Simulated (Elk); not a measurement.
# Magnetic state of CoSi from several starts

Wanted: the moments of CoSi and the energy of each order that was tried.

Program: Elk 11.2.3 (patched build). Level of theory: PBE; all-electron APW+lo, Dirac cores, scalar-relativistic bands. Results are calculated unless marked as measured.

The database entry behind the starting cell differs from later determinations by our own check (0.1 to 0.3 % short, probably kX units), so it need not match the best structure at ambient conditions.

### Step 1. Set-up

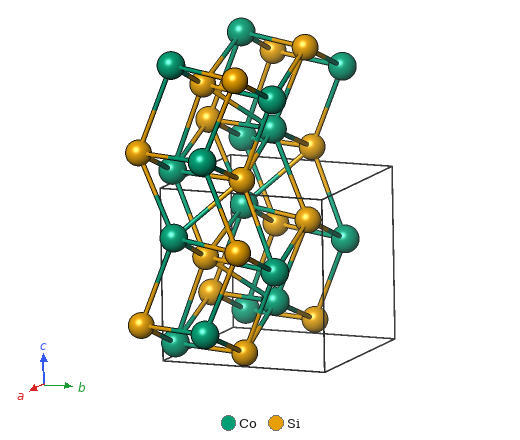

The cell as given, slightly off an axis (cobalt teal, silicon orange). 2×1×2 cells are drawn.

### Step 2. Run 1 (ferro ++++)

The parallel start comes first: it fits the smallest cell, keeps the most symmetry and shows whether parallel moments form.

The last three numbers of an atom's line are a seed field in its sphere. It points against the wanted moment and shrinks by the factor reducebf each loop.

elk.in

```
tasks
  0
  33
  73

xctype
  20

rgkmax
  7.0

nempty
  8

swidth
  0.001837

reducebf
  0.5

epsengy
  1e-05

maxscl
  100

lmaxi
  3

spinpol
  .true.

sppath
  './'

avec
  8.38660454109 0.00000000000 0.00000000000
  0.00000000000 8.38660454109 0.00000000000
  0.00000000000 0.00000000000 8.38660454109

atoms
  2
  'Co.in'
  4
  0.1400000000 0.1400000000 0.1400000000   0.000000 0.000000 -0.100000
  0.3600000000 0.8600000000 0.6400000000   0.000000 0.000000 -0.100000
  0.6400000000 0.3600000000 0.8600000000   0.000000 0.000000 -0.100000
  0.8600000000 0.6400000000 0.3600000000   0.000000 0.000000 -0.100000
  'Si.in'
  4
  0.8430000000 0.8430000000 0.8430000000   0.000000 0.000000 0.000000
  0.6570000000 0.1570000000 0.3430000000   0.000000 0.000000 0.000000
  0.3430000000 0.6570000000 0.1570000000   0.000000 0.000000 0.000000
  0.1570000000 0.3430000000 0.6570000000   0.000000 0.000000 0.000000

ngridk
  8 8 8

plot3d
  0 0 0
  1 0 0
  0 1 0
  0 0 1
  23 23 23
```

Started as:

```bash
$ OMP_NUM_THREADS=4 elk
```

Numbers of over 12 decimals in the logs are rounded to 6 here.

The program printed:

```text
Warning(init1): few empty states an atom for a second variation :    8.000000000
 they are its basis, with spin, DFT+U, afieldc (12 by default), in Hartree-Fock and RDMFT; 30 and more for pressures
Info(gndstate): no moment of its own; a second start begins; STATE.OUT holds the state before
Info(gndstate): the second start gave no lower state; one of another order, or behind a
 stronger field, isn't excluded
Warning(gndstate): core states of species 1 leak from the muffin-tin :   0.1214776137E-02
Warning(gndstate): core states of species 2 leak from the muffin-tin :   0.3038105025E-02

--- INFO.OUT ---
┌─────────────────────────┐
│ Elk code version 11.2.3 │
└─────────────────────────┘

All units are atomic (Hartree, Bohr, etc.)

┌─────────────────────────────────────────────────┐
│ Ground-state run starting from atomic densities │
└─────────────────────────────────────────────────┘

Lattice vectors :
   8.386604541       0.000000000       0.000000000
   0.000000000       8.386604541       0.000000000
   0.000000000       0.000000000       8.386604541

Reciprocal lattice vectors :
  0.7491929870       0.000000000       0.000000000
   0.000000000      0.7491929870       0.000000000
   0.000000000       0.000000000      0.7491929870

Unit cell volume      :    589.8729687
Brillouin zone volume :   0.4205146304

Muffin-tin inner radius fraction :   0.1000000000E-01

Nuclei treated as point charges

Species : 1 (Co)
 parameters loaded from : Co.in
 name : cobalt
 nuclear charge    :   -27.00000000
 electronic charge :    27.00000000
 atomic mass :    107428.6517
 muffin-tin radius :    2.224815378
 number of radial points in muffin-tin :    993
 inner part over the whole radius :   0.9907304254E-02
 number on inner part of muffin-tin    :    699
 approximate nuclear radius :   0.7243775530E-04
 number of mesh points to nuclear radius :    335
 atomic positions (lattice), magnetic fields (Cartesian) :
  1 :   0.00000000  0.00000000  0.00000000    0.00000000  0.00000000 -0.10000000
  2 :   0.22000000  0.72000000  0.50000000    0.00000000  0.00000000 -0.10000000
  3 :   0.50000000  0.22000000  0.72000000    0.00000000  0.00000000 -0.10000000
  4 :   0.72000000  0.50000000  0.22000000    0.00000000  0.00000000 -0.10000000

Species : 2 (Si)
 parameters loaded from : Si.in
 name : silicon
 nuclear charge    :   -14.00000000
 electronic charge :    14.00000000
 atomic mass :    51196.73458
 muffin-tin radius :    2.039414097
 number of radial points in muffin-tin :    793
 inner part over the whole radius :   0.9937656137E-02
 number on inner part of muffin-tin    :    552
 approximate nuclear radius :   0.5963282101E-04
 number of mesh points to nuclear radius :    247
 atomic positions (lattice), magnetic fields (Cartesian) :
  1 :   0.70300000  0.70300000  0.70300000    0.00000000  0.00000000  0.00000000
  2 :   0.51700000  0.01700000  0.20300000    0.00000000  0.00000000  0.00000000
  3 :   0.20300000  0.51700000  0.01700000    0.00000000  0.00000000  0.00000000
  4 :   0.01700000  0.20300000  0.51700000    0.00000000  0.00000000  0.00000000

Total number of atoms per unit cell :    8
Total muffin-tin volume :    326.6376729
 ratio of muffin-tin to unit cell volume :   0.5537423991

Spin treatment :
 spin-polarised
 global magnetic field (Cartesian) :    0.000000000       0.000000000       0.000000000
 collinear magnetisation in z-direction

Number of Bravais lattice symmetries :   48
Number of crystal symmetries         :   12
Crystal has no inversion symmetry
Complex Hermitian eigensolver will be used

k-point grid :      8     8     8
k-point offset :    0.000000000       0.000000000       0.000000000
k-point set is reduced with full crystal symmetry group
Total number of k-points :       56

Muffin-tin radius times maximum |G+k| :    7.000000000
 using average radius
Maximum |G+k| for APW functions       :    3.283125376
Maximum (1/2)|G+k|²                   :    5.389456119
Maximum |G| for potential and density :    12.00000000
Constant for pseudocharge density :    7
 order of it for each species :   14  14
 order of it for pair densities of each species (exact exchange by exxq0 0: 14) :   11   8
Radial integration step length :    1

G-vector grid sizes :     35    35    35
Number of G-vectors :    17077

Maximum angular momentum used for
 APW functions            :    8
 outer part of muffin-tin :    6
 inner part of muffin-tin :    3

Total nuclear charge    :   -164.0000000
Total core charge       :    88.00000000
Total valence charge    :    76.00000000
Total excess charge     :    0.000000000
Total electronic charge :    164.0000000

Effective Wigner radius, rₛ :   0.9504778763

Number of empty states         :     64
Total number of valence states :    206
Total number of core states    :     88

Third-order local-orbitals added for an l without core states : T
Total number of local-orbitals :    104

Exchange-correlation functional :     20     0     0
 Perdew-Burke-Ernzerhof, Phys. Rev. Lett. 77, 3865 (1996)
 gradient requirement :    1
 generalised gradient approximation (GGA)

Smearing type :    3
 Fermi-Dirac
Smearing width :   0.1837000000E-02
Effective electronic temperature (K) :    580.0787206

Mixing type :    3
 Broyden mixing, J. Phys. A: Math. Gen. 17, L317 (1984)

Kohn-Sham potential initialised from atomic data

┌──────────────────────────────┐
│ Self-consistent loop started │
└──────────────────────────────┘

┌─────────────────┐
│ Loop number : 1 │
└─────────────────┘

Energies :
 Fermi                       :     0.314376
 sum of occupied eigenvalues :     -3842.3655248557
 electron kinetic            :      6821.7639898577
 core electron kinetic       :      6257.7071451230
 Coulomb                     :     -13234.004868543
 Coulomb potential           :     -10221.554949483
 nuclear-nuclear             :     -1214.0107470214
 electron-nuclear            :     -13859.131138744
 Hartree                     :      1839.1370172219
 Madelung                    :     -8123.2273938015
 xc potential                :     -442.30660562439
 xc effective B-field        :    -0.130185
 external B-field            :      0.000000
 exchange                    :     -315.79439762754
 correlation                 :     -7.460208
 electron entropic           :    -0.12753613537893E-02
 total energy                :     -6735.4967598144
 (external B-field energy excluded from total)

Density of states at Fermi energy :    116.5685467
 (states/Hartree/unit cell)

Estimated indirect band gap :   0.5274113650E-03
 from k-point 4 to k-point 24
Estimated direct band gap   :   0.8097608218E-03
 at k-point 8

Charges :
 core                        :    88.00000000
[...]
total energy                :     -6733.0832584070
 (external B-field energy excluded from total)

Density of states at Fermi energy :    116.2963024
 (states/Hartree/unit cell)

Estimated indirect band gap :   0.5529081697E-03
 from k-point 4 to k-point 24
Estimated direct band gap   :   0.7955075809E-03
 at k-point 8

Charges :
 core                        :    88.00000000
 valence                     :    76.00000000
 interstitial                :    11.72988285
 muffin-tins (core leakage)
  species : 1 (Co)
   atom 1                    :    26.26479934     (  0.1225797337E-02)
   atom 2                    :    26.26479934     (  0.1225797337E-02)
   atom 3                    :    26.26479934     (  0.1225797337E-02)
   atom 4                    :    26.26479934     (  0.1225797337E-02)
  species : 2 (Si)
   atom 1                    :    11.80272995     (  0.3250317921E-02)
   atom 2                    :    11.80272995     (  0.3250317921E-02)
   atom 3                    :    11.80272995     (  0.3250317921E-02)
   atom 4                    :    11.80272995     (  0.3250317921E-02)
 total in muffin-tins        :    152.2701172
 total calculated charge     :    163.9817644
 total charge                :    164.0000000
 error                       :   0.1823562569E-01

Moments :
 interstitial                :  -0.5255475349
 muffin-tins
  species : 1 (Co)
   atom 1                    :    1.122390761
   atom 2                    :    1.122390761
   atom 3                    :    1.122390761
   atom 4                    :    1.122390761
  species : 2 (Si)
   atom 1                    :  -0.8903792196E-01
   atom 2                    :  -0.8903792196E-01
   atom 3                    :  -0.8903792196E-01
   atom 4                    :  -0.8903792196E-01
 total in muffin-tins        :    4.133411354
 total moment                :    3.607863820

RMS change in Kohn-Sham potential (target) :    4.697275728     (  0.1000000000E-05)
Absolute change in total energy (target)   :    2.413501407     (  0.1000000000E-04)

[... loops 3 to 39 left out ...]

┌──────────────────┐
│ Loop number : 40 │
└──────────────────┘

Energies :
 Fermi                       :     0.414648
 sum of occupied eigenvalues :     -3825.6479007224
 electron kinetic            :      6819.9692478248
 core electron kinetic       :      6258.1656460973
 Coulomb                     :     -13231.371133555
 Coulomb potential           :     -10226.984853268
 nuclear-nuclear             :     -1214.0107470214
 electron-nuclear            :     -13848.282927096
 Hartree                     :      1830.9225405633
 Madelung                    :     -8117.8787069203
 xc potential                :     -418.63229527872
 xc effective B-field        :    -0.32015976345276E-12
 external B-field            :      0.000000
 exchange                    :     -315.34401906254
 correlation                 :     -7.462444
 electron entropic           :    -0.51822843345575E-03
 total energy                :     -6734.2088667498
 (external B-field energy excluded from total)

Density of states at Fermi energy :    39.99751604
 (states/Hartree/unit cell)

Estimated indirect band gap :   0.5002187750E-02
 from k-point 55 to k-point 53
Estimated direct band gap   :   0.1222784565E-01
 at k-point 2

Charges :
 core                        :    88.00000000
 valence                     :    76.00000000
 interstitial                :    11.87739586
 muffin-tins (core leakage)
  species : 1 (Co)
   atom 1                    :    26.12165869     (  0.1214776137E-02)
   atom 2                    :    26.12165869     (  0.1214776137E-02)
   atom 3                    :    26.12165869     (  0.1214776137E-02)
   atom 4                    :    26.12165869     (  0.1214776137E-02)
  species : 2 (Si)
   atom 1                    :    11.90899234     (  0.3038105025E-02)
   atom 2                    :    11.90899234     (  0.3038105025E-02)
   atom 3                    :    11.90899234     (  0.3038105025E-02)
   atom 4                    :    11.90899234     (  0.3038105025E-02)
 total in muffin-tins        :    152.1226041
 total calculated charge     :    163.9826274
 total charge                :    164.0000000
 error                       :   0.1737263774E-01

Moments :
 interstitial                :   0.1385727433E-05
 muffin-tins
  species : 1 (Co)
   atom 1                    :  -0.1410966070E-05
   atom 2                    :  -0.1410966070E-05
   atom 3                    :  -0.1410966070E-05
   atom 4                    :  -0.1410966070E-05
  species : 2 (Si)
   atom 1                    :   0.2671348247E-06
   atom 2                    :   0.2671348247E-06
   atom 3                    :   0.2671348247E-06
   atom 4                    :   0.2671348247E-06
 total in muffin-tins        :  -0.4575324983E-05
 total moment                :  -0.3189597550E-05

RMS change in Kohn-Sham potential (target) :   0.3037722640E-07 (  0.1000000000E-05)
Absolute change in total energy (target)   :   0.1365673597E-05 (  0.1000000000E-04)

Convergence targets achieved

┌──────────────────┐
│ Loop number : 41 │
└──────────────────┘

Energies :
 Fermi                       :     0.414648
 sum of occupied eigenvalues :     -3825.6479007149
 electron kinetic            :      6819.9692478057
 core electron kinetic       :      6258.1656461031
 Coulomb                     :     -13231.371133526
 Coulomb potential           :     -10226.984853291
 nuclear-nuclear             :     -1214.0107470214
 electron-nuclear            :     -13848.282927017
 Hartree                     :      1830.9225405119
 Madelung                    :     -8117.8787068806
 xc potential                :     -418.63229522968
 xc effective B-field        :    -0.31696923811814E-12
 external B-field            :      0.000000
 exchange                    :     -315.34401905985
 correlation                 :     -7.462444
 electron entropic           :    -0.51822843156896E-03
 total energy                :     -6734.2088667376
 (external B-field energy excluded from total)

Density of states at Fermi energy :    39.99751586
 (states/Hartree/unit cell)

Estimated indirect band gap :   0.5002188358E-02
 from k-point 55 to k-point 53
Estimated direct band gap   :   0.1222784658E-01
 at k-point 2

Charges :
 core                        :    88.00000000
 valence                     :    76.00000000
 interstitial                :    11.87739586
 muffin-tins (core leakage)
  species : 1 (Co)
   atom 1                    :    26.12165869     (  0.1214776137E-02)
   atom 2                    :    26.12165869     (  0.1214776137E-02)
   atom 3                    :    26.12165869     (  0.1214776137E-02)
   atom 4                    :    26.12165869     (  0.1214776137E-02)
  species : 2 (Si)
   atom 1                    :    11.90899234     (  0.3038105025E-02)
   atom 2                    :    11.90899234     (  0.3038105025E-02)
   atom 3                    :    11.90899234     (  0.3038105025E-02)
   atom 4                    :    11.90899234     (  0.3038105025E-02)
 total in muffin-tins        :    152.1226041
 total calculated charge     :    163.9826274
 total charge                :    164.0000000
 error                       :   0.1737263774E-01

Moments :
 interstitial                :   0.1379443884E-05
 muffin-tins
  species : 1 (Co)
   atom 1                    :  -0.1404180334E-05
   atom 2                    :  -0.1404180334E-05
   atom 3                    :  -0.1404180334E-05
   atom 4                    :  -0.1404180334E-05
  species : 2 (Si)
   atom 1                    :   0.2659184665E-06
   atom 2                    :   0.2659184665E-06
   atom 3                    :   0.2659184665E-06
   atom 4                    :   0.2659184665E-06
 total in muffin-tins        :  -0.4553047469E-05
 total moment                :  -0.3173603584E-05

┌──────────────────────────────┐
│ Self-consistent loop stopped │
└──────────────────────────────┘

Warning : core states of species 1 leak from the muffin-tin :   0.1214776137E-02

Warning : core states of species 2 leak from the muffin-tin :   0.3038105025E-02

Wrote STATE.OUT
```

Run time: 25 min. Hardware: 4 threads of Arm Neoverse V1, shared host; peak memory 0.56 GiB.

The moments died away, and this build then starts once more from a stronger push, within the same count of loops. That gave no lower state.

The spin moment in the muffin-tin sphere vanishes on all atoms.

Read from the output:

```
final state : non-magnetic
```

After 41 cycles the seed has died away: no moment is left.

(Continued in part 2 of 2.)

[Logs and program files are shortened in this print: banners, set-up blocks, solver, clock and traceback lines can be left out without a mark of their own.]

[Logs are printed without paths, hosts, clocks, repeated set-up lines and the standing remarks that a program may print on its own settings, such as how far it seeks lower states.]

[Hosts, paths, dates, database ids (printed as entryN), source tags and the programs' standing remarks are cut or masked in the printed files.]

[Where a cell is said to come from a database of computed structures, the database is the Materials Project.]
